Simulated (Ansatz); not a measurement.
System: CH4F3NZr.

The calculation's input:

```
crystal:
  periodic: [false, false, false]
  atoms:
    - {symbol: C, position_ang: [0.789738, -1.276159, 0.245306]}
    - {symbol: N, position_ang: [0.677180, 0.080366, -0.258056]}
    - {symbol: Zr, position_ang: [-0.977181, 1.212761, -0.157988]}
    - {symbol: F, position_ang: [-2.390501, 0.268055, -1.032158]}
    - {symbol: F, position_ang: [-0.582337, 2.890879, -0.970269]}
    - {symbol: F, position_ang: [-1.476383, 1.369470, 1.680550]}
    - {symbol: H, position_ang: [1.030436, -1.990614, -0.549017]}
    - {symbol: H, position_ang: [1.547927, -1.361696, 1.030936]}
    - {symbol: H, position_ang: [-0.160510, -1.597327, 0.684122]}
    - {symbol: H, position_ang: [1.541639, 0.404256, -0.673436]}
basis:
  gaussian: {orbitals: def2-TZVPP}
hamiltonian: {xc: pbe0, dispersion: d4}
output: {orbitals: {seedname: orbitals}}
```

Launched as:

```sh
ansatz run in.yaml --threads 4 --pin off --events-out ev --progress --plain --max-ram 11315MiB
```

Geometry: PBE0-D4/def2-TZVP; core potentials replace the inner electrons of Zr.

Computed with Ansatz, RKS PBE0-D4/def2-TZVPP.

### What can the converged electron density and electron localisation function tell about the bonding?

C–N (1.45 Å): ρ is about 1.9 e/Å³ halfway; the ELF peaks at about 0.90 between the atoms; localised, covalent bonding.
Zr–F (1.91 Å): the density is about 0.97 e/Å³ at the midpoint; the ELF peaks at about 0.85 in the valence shell of F, 0.5 Å from its nucleus, and drops to about 0.25 between the two atoms.
Zr–N (2.01 Å): ρ at the midpoint is about 0.9 e/Å³; the ELF peaks at about 0.90 in the valence shell of N, 0.6 Å from its nucleus, and is about 0.35 at the midpoint.
N–H (1.01 Å): the density is about 2.9 e/Å³ at the midpoint; the ELF climbs to about 1 towards the hydrogen, as it does in any bond to H; an ordinary covalent bond to hydrogen.

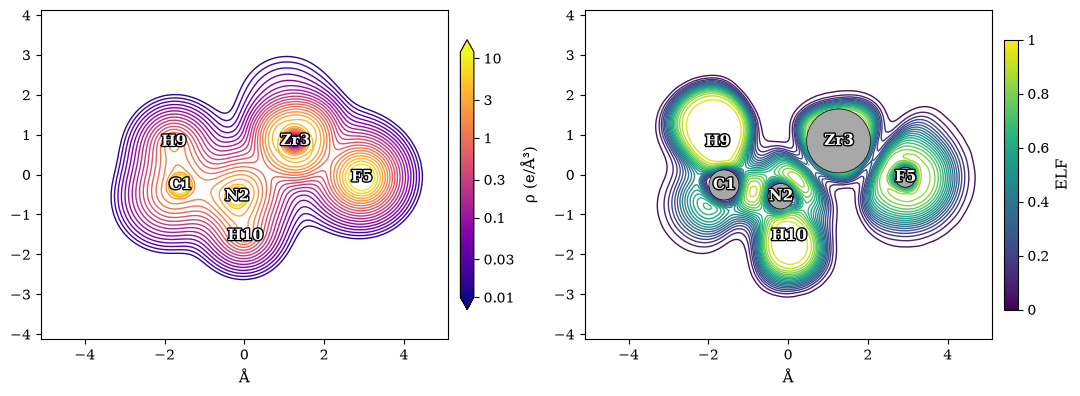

Computed electron density and electron localisation function on the plane of atoms N2, Zr3 and F5, in this order. Grey discs cover the atomic cores in the ELF map. 
